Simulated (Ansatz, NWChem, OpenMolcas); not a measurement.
**CH3BFNO (SMILES NC1(F)BO1): methods side by side**

CH3BFNO has 8 atoms, charge 0, and is taken as a singlet. SMILES: `NC1(F)BO1`. The shape is that of a PBE0-D4/def2-TZVP optimisation. This is one conformer, not always the lowest.

```xyz
8

N    -0.4310    1.1484    0.1846
C     0.0541   -0.0612   -0.2896
F     0.1221   -0.1327   -1.6583
B     0.3376   -1.3072    0.5151
O     1.3469   -0.4730    0.2553
H    -1.4395    1.1701    0.2114
H    -0.0753    1.9416   -0.3362
H     0.1772   -2.3431    1.0619
```

Quantity: the energy change with the N1–C2 bond stretched from 1.387 to 1.595 Å, in eV. The values are calculated.

```json
{"level": "HF/6-31G* (spherical functions) (restricted)", "kind": "Hartree–Fock", "program": "Ansatz", "value (eV)": "0.67", "CPU time (all runs)": "3.8 s"}
{"level": "SVWN5/6-31G* (spherical functions) (restricted)", "kind": "LDA", "program": "Ansatz", "value (eV)": "0.63", "CPU time (all runs)": "6.8 s"}
{"level": "TPSS/6-31G* (spherical functions) (restricted)", "kind": "meta-GGA", "program": "OpenMolcas", "value (eV)": "0.46", "CPU time (all runs)": "94 s"}
{"level": "PBE0/6-31G* (spherical functions) (restricted)", "kind": "global hybrid", "program": "NWChem", "value (eV)": "0.59", "CPU time (all runs)": "45 s"}
{"level": "HSE06/6-31G* (spherical functions) (restricted)", "kind": "range-separated hybrid", "program": "Ansatz", "value (eV)": "0.59", "CPU time (all runs)": "13 s"}
{"level": "B2PLYP/6-31G* (spherical functions) (restricted)", "kind": "double hybrid", "program": "OpenMolcas", "value (eV)": "0.54", "CPU time (all runs)": "54 s"}
{"level": "MP2/6-31G* (spherical functions) (restricted)", "kind": "perturbation theory", "program": "NWChem", "value (eV)": "0.55", "CPU time (all runs)": "35 s"}
{"level": "CCSD/6-31G* (spherical functions) (restricted)", "kind": "coupled cluster or CI", "program": "Ansatz", "value (eV)": "0.54", "CPU time (all runs)": "28 s"}
```

The first shape isn't each level's own minimum. The values span 0.46 to 0.67 eV. CPU times are rough (shared hosts, several kinds of processor and program).

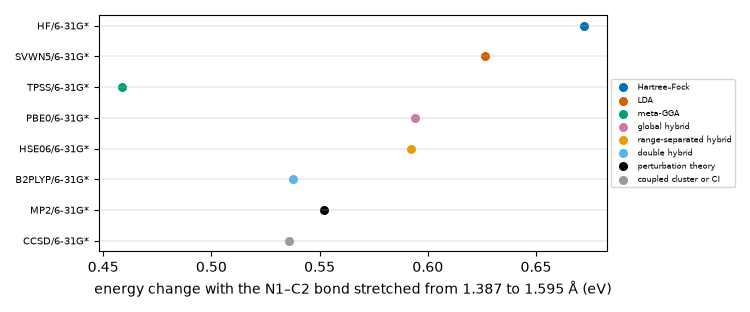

The values of the table, level by level.
